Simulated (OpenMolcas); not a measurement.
# One shape, several levels: doublet C4H4Si+

We compute a comparison of 3 runs (U-r2SCAN/cc-pVDZ, UM06-L/cc-pVDZ, UPBE0/cc-pVDZ) of doublet C4H4Si+. 

The calculation is run with OpenMolcas 26.06.

3 further runs of the same task are left out: 1 that didn't finish, 2 set aside as unsound or not needed.

## Step 1: The system as given

C4H4Si+ has 9 atoms, charge +1, and is taken as a doublet. SMILES of the parent species: `C#C[SiH2]C#C`. Geometry: relaxed at PBE0-D4/def2-TZVP. That shape belongs to the parent species and isn't relaxed for this state.

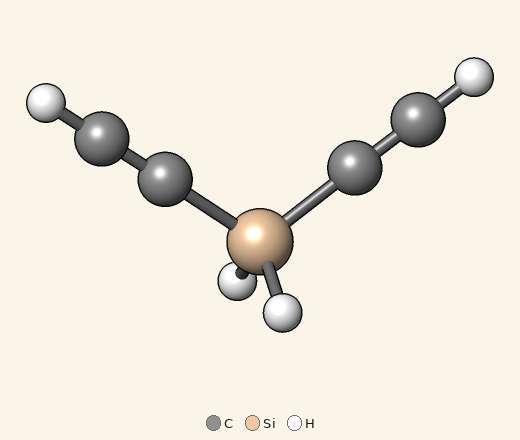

Viewed from a chosen angle; carbon grey, silicon light orange, hydrogen white.

## Step 2: The energy at U-r2SCAN/cc-pVDZ (run 1)

mol.input

```
* C4H4Si Kohn-Sham DFT
&GATEWAY
BasLib = $CurrDir
Coord
9
angstrom
C        1.986100      -0.068000       1.693000
C        1.245000      -0.318200       0.775800
Si       0.139500      -0.713800      -0.616400
C       -1.252900       0.459600      -0.648400
C       -2.180600       1.228700      -0.681700
H        2.639600       0.155600       2.505100
H        0.896100      -0.611400      -1.885800
H       -0.384600      -2.089300      -0.450100
H       -2.999800       1.910300      -0.708600
Basis = cc-pVDZ
Group = NoSym
&SEWARD
GridInput
Grid=UltraFine
End of Grid
&SCF
UHF
Charge = 1
Spin = 2
KSDFT = 2
1.0 MGGA_X_R2SCAN
1.0 MGGA_C_R2SCAN
Thresholds = 1e-10 1e-07 1e-07 1e-05
PrOrbitals = 0
```

The basis set cc-pVDZ is read from a file made from the Basis Set Exchange's data (not shown).

The run is started by

```bash
$ export MOLCAS_MEM=1860
$ pymolcas mol.input > mol.log
```

Standard output:

```text
--- Start Module: gateway ---
[...]
--- Stop Module: gateway /rc=_RC_ALL_IS_WELL_ ---
--- Start Module: seward ---
[...]
      Basis functions           94
--- Stop Module: seward /rc=_RC_ALL_IS_WELL_ ---
[...]
--- Start Module: scf ---
[...]
       Convergence after  38 Iterations
[...]
::    Total KS-DFT energy                            -443.7081626260
[...]
      Total spin, S                                     0.5027301561
[...]
      Total electronic charge=   41.000000
      Total            charge=    1.000000
[...]
      Dipole Moment (debye):
      Origin of the operator (angstrom)=    0.0203   -0.0623   -0.0515
                   X= -1.3213E-01               Y=  7.1871E-01               Z=  6.2330E-01           Total=  9.6047E-01
      Center of Charge (angstrom)
[...]
--- Stop Module: scf /rc=_RC_ALL_IS_WELL_ ---
[...]
```

Run time: 2.1 min. Hardware: 1 thread of Intel Xeon 6975P-C (Granite Rapids), shared host; peak memory 0.52 GiB.

## Step 3: A single-point energy at UM06-L/cc-pVDZ (run 2)

mol.inp

```
* C4H4Si Kohn-Sham DFT
>>> EXPORT MOLCAS_PRINT=2

&GATEWAY
  BasLib
  $CurrDir
  Coord
  9
  angstrom
  C        1.986100      -0.068000       1.693000
  C        1.245000      -0.318200       0.775800
  Si       0.139500      -0.713800      -0.616400
  C       -1.252900       0.459600      -0.648400
  C       -2.180600       1.228700      -0.681700
  H        2.639600       0.155600       2.505100
  H        0.896100      -0.611400      -1.885800
  H       -0.384600      -2.089300      -0.450100
  H       -2.999800       1.910300      -0.708600
  Basis
  cc-pVDZ
  Group
  NoSym

&SEWARD
  GridInput
  Grid=UltraFine
  End of Grid

&SCF
  UHF
  Charge
  1
  Spin
  2
  KSDFT
  M06L
  Thresholds
  1e-10 1e-07 1e-07 1e-05
  PrOrbitals
  1
```

The basis set cc-pVDZ is read from a file made from the Basis Set Exchange's data (not shown).

The run is started by

```bash
$ export MOLCAS_MEM=1860
$ pymolcas mol.inp > mol.log
```

Standard output:

```text
--- Start Module: gateway ---
[...]
--- Stop Module: gateway /rc=_RC_ALL_IS_WELL_ ---
--- Start Module: seward ---
[...]
      Basis functions           94
--- Stop Module: seward /rc=_RC_ALL_IS_WELL_ ---
[...]
--- Start Module: scf ---
[...]
       Convergence after  35 Iterations
[...]
::    Total KS-DFT energy                            -443.8130285785
[...]
      Total spin, S                                     0.5014254832
[...]
      Total electronic charge=   41.000000
      Total            charge=    1.000000
[...]
      Dipole Moment (debye):
      Origin of the operator (angstrom)=    0.0203   -0.0623   -0.0515
                   X= -1.2766E-01               Y=  6.9441E-01               Z=  6.0219E-01           Total=  9.2797E-01
      Center of Charge (angstrom)
[...]
--- Stop Module: scf /rc=_RC_ALL_IS_WELL_ ---
[...]
```

Wall time 2 min (1 thread of Intel Xeon 6975P-C (Granite Rapids), shared host); peak memory 0.52 GiB.

## Step 4: A single-point energy at UPBE0/cc-pVDZ (run 3)

coord.xyz

```xyz
9

C      1.986100    -0.068000     1.693000
C      1.245000    -0.318200     0.775800
Si     0.139500    -0.713800    -0.616400
C     -1.252900     0.459600    -0.648400
C     -2.180600     1.228700    -0.681700
H      2.639600     0.155600     2.505100
H      0.896100    -0.611400    -1.885800
H     -0.384600    -2.089300    -0.450100
H     -2.999800     1.910300    -0.708600
```

run.inp

```
&GATEWAY
 BasLib
 $CurrDir
 Coord
 coord.xyz
 Basis
 cc-pVDZ
 Group
 NoSym

&SEWARD
 GridInput
 Grid=UltraFine
 End of Grid

&SCF
 UHF
 Charge
 1
 Spin
 2
 KSDFT
 PBE0
 Thresholds
 1e-10 1e-07 1e-07 1e-05
 PrOrbitals
 1 1
```

The basis set cc-pVDZ is read from a file made from the Basis Set Exchange's data (not shown).

The run is started by

```bash
$ export MOLCAS_MEM=1860
$ pymolcas run.inp > run.log
```

Standard output:

```text
--- Start Module: gateway ---
[...]
--- Stop Module: gateway /rc=_RC_ALL_IS_WELL_ ---
--- Start Module: seward ---
[...]
      Basis functions           94
--- Stop Module: seward /rc=_RC_ALL_IS_WELL_ ---
[...]
--- Start Module: scf ---
[...]
       Convergence after  36 Iterations
[...]
::    Total KS-DFT energy                            -443.5052266418
[...]
      Total spin, S                                     0.5031567910
[...]
      Total electronic charge=   41.000000
      Total            charge=    1.000000
[...]
      Dipole Moment (debye):
      Origin of the operator (angstrom)=    0.0203   -0.0623   -0.0515
                   X= -1.3493E-01               Y=  7.3296E-01               Z=  6.3554E-01           Total=  9.7946E-01
      Center of Charge (angstrom)
[...]
--- Stop Module: scf /rc=_RC_ALL_IS_WELL_ ---
[...]
```

It took 82 s on 1 thread of Intel Xeon 6975P-C (Granite Rapids), shared host; peak memory 0.52 GiB.

## Step 5: Overview of the runs

| run | level | energy (Eh) | HOMO energy (eV) | LUMO energy (eV) | ⟨S²⟩ | wall time |
| --- | --- | --- | --- | --- | --- | --- |
| 1 | U-r2SCAN/cc-pVDZ | -443.708163 | -12.78 | -12.45 | 0.755 | 2.1 min |
| 2 | UM06-L/cc-pVDZ | -443.813029 | -12.82 | -12.52 | 0.753 | 2 min |
| 3 | UPBE0/cc-pVDZ | -443.505227 | -13.30 | -12.01 | 0.756 | 82 s |

## Step 6: Results

| quantity | value |
| --- | --- |
| run 3: total energy | -443.50523 Eh |
| run 3: HOMO energy (highest over α and β) | -13.30 eV |
| run 3: LUMO energy (lowest over α and β) | -12.01 eV |
| run 3: ⟨S²⟩ | 0.756 |

**Reading.** Totals of different functionals can't be ranked against each other. All runs together took 5.5 min, the longest 2.1 min.
